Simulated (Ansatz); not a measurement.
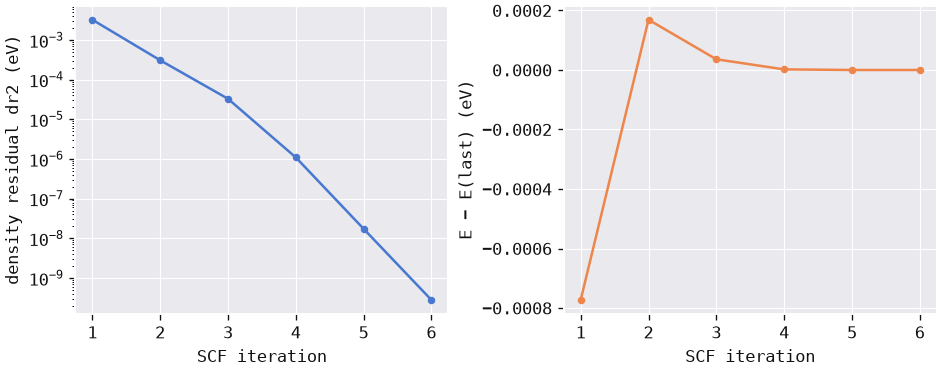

The plot shows the SCF iterations of a calculation: density residual dr2, Harris–Foulkes energy less its last value. The starting density is a sum of atomic densities corrected by a trained network.

C (8 atoms in the cell), run with Ansatz.

```
crystal:
  lattice:
    - [2.5683788613, 0.0, 0.0]
    - [-1.2841894306, 2.2242813405, 0.0]
    - [0.0, 0.0, 8.3045881819]
  atoms:
    - { symbol: C, position: [0.0, 0.0, 0.0929681641] }
    - { symbol: C, position: [0.0, 0.0, 0.5929681641] }
    - { symbol: C, position: [0.0, 0.0, 0.4070318359] }
    - { symbol: C, position: [0.0, 0.0, 0.9070318359] }
    - { symbol: C, position: [0.3333333333, 0.6666666667, 0.1555285626] }
    - { symbol: C, position: [0.6666666667, 0.3333333333, 0.6555285626] }
    - { symbol: C, position: [0.3333333333, 0.6666666667, 0.3444714374] }
    - { symbol: C, position: [0.6666666667, 0.3333333333, 0.8444714374] }
basis:
  ecutwfc: 420
kpoints:
  mp_grid: { grid: [12, 11, 5] }
hamiltonian:
  xc: pbe
scf:
  occupations: { method: gaussian, width: 0.05 }
  max_iter: 50
output:
  forces: true
  eigenvalues: true
  stress: true
```

Launched with:
```bash
ansatz run input.yaml --threads 2 --pin off --max-ram 5120MiB --backend cpu --events-out ev --progress --plain --runs-dir out
```

Question: Was self-consistency reached?

Answer: It converged, after 6 iterations. The residual falls at every step. The program put off closing at iteration 5, as it still lacked some of its checks.

Question: Is anything amiss with this input?

Answer: The input holds an odd setting (a mesh that breaks the symmetry), but it does no harm here: the energy lies within 1 meV per atom of a run with usual settings.
